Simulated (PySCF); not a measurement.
C₅H₁₄OSi₂

The calculation's input:

```
{"job": {"kind": "uv", "xc": "CAM-B3LYP", "basis": "def2-SVPD", "ip": true}, "charge": 0, "multiplicity": 1}
Si     2.950647     0.631036     0.891079
C      1.650750    -0.514655     0.141292
C      0.232251    -0.380506     0.698109
C     -0.686262    -1.458133     0.101559
O     -1.990876    -1.455100     0.607965
C     -2.805603    -0.409133     0.145838
C     -2.430155     0.949795     0.735726
Si    -0.600519     1.306820     0.436445
H      4.300249     0.285864     0.346413
H      2.661454     2.061943     0.565357
H      2.978901     0.485358     2.380001
H      1.653979    -0.345278    -0.951284
H      2.015866    -1.550290     0.281722
H      0.246319    -0.544800     1.792038
H     -0.701494    -1.357010    -1.006002
H     -0.268843    -2.455526     0.323289
H     -2.770715    -0.364251    -0.963499
H     -3.835791    -0.681675     0.424204
H     -3.071963     1.742660     0.318182
H     -2.604743     0.932654     1.825072
H     -0.078512     2.356571     1.364850
H     -0.369102     1.754591    -0.976353
```

Command:

```sh
OMP_NUM_THREADS=1 python probes_run.py task.json out
```

Geometry: PBE0-D3(BJ)/def2-SVP.

All numbers below come from CAM-B3LYP/def2-SVPD, SCF density, gas phase in PySCF.

### What can the converged electron density and electron localisation function tell about the bonding?

C–O (1.40 Å): ρ at the midpoint is about 2.1 e/Å³, with its minimum of 1.8 e/Å³ about 0.5 Å from C; the ELF peaks at about 0.90 between the atoms (a shared but strongly polarised pair).
C–C (1.53 Å): the density is about 1.6 e/Å³ at the midpoint; the ELF peaks at about 0.95 between the atoms (a shared electron pair).
C–Si (1.89 Å): ρ at the midpoint is about 0.95 e/Å³; the ELF peaks at about 0.95 between the atoms: a shared electron pair.

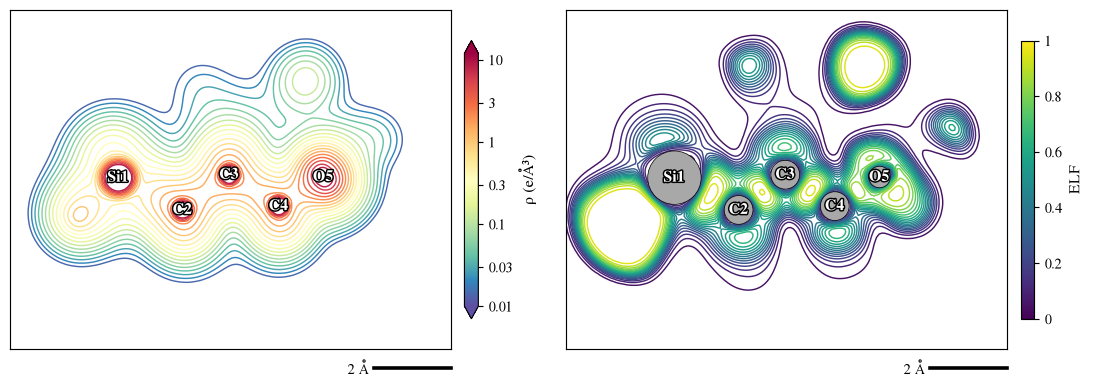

Computed electron density and electron localisation function on the plane of atoms C2, C3 and C4, in this order. Grey discs cover the atomic cores in the ELF map. 
